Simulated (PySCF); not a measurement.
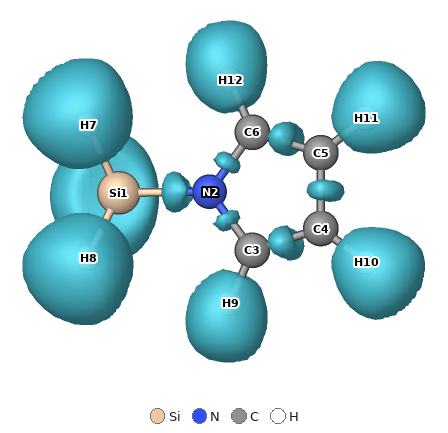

C4H6NSi (SMILES [SiH2]n1cccc1) (doublet). Isosurface of the ELF at 0.85 (cyan), seen across its widest extent. Only the valence region is drawn (cores and ρ < 0.01 e/Å³ removed).

Geometry: GFN2-xTB.

Theory: PySCF, UKS B3LYP, pcH-1 on C H N Si, non-relativistic, mean-field spin-orbit, GIAO.

```xyz
12

Si    2.2160   -0.0153    0.5450
N     0.5143   -0.0013    0.1664
C    -0.3074   -1.0945    0.0813
C    -1.5828   -0.6871   -0.1670
C    -1.5570    0.7268   -0.2319
C    -0.2671    1.1085   -0.0209
H     2.8056    1.1939   -0.0069
H     2.7584   -1.2935    0.1132
H     0.0910   -2.0833    0.1990
H    -2.4434   -1.3150   -0.2922
H    -2.3940    1.3714   -0.4173
H     0.1676    2.0886    0.0051
```

Where are the electrons localised?

Answer. The surface consists of three regions between bonded C–C atoms (shared pairs), two regions between bonded C–N atoms (shared pairs), one region between bonded N–Si atoms (shared pairs), six regions around hydrogen nuclei and one lobe on Si, pointing away from the bonds (non-bonding electrons). Along the contacts the grid gives the following. C–C (1.36 Å): the ELF peaks at about 0.95 between the atoms (a covalent bond). C–N (1.37 Å): the ELF peaks at about 0.90 between the atoms (a covalent bond).
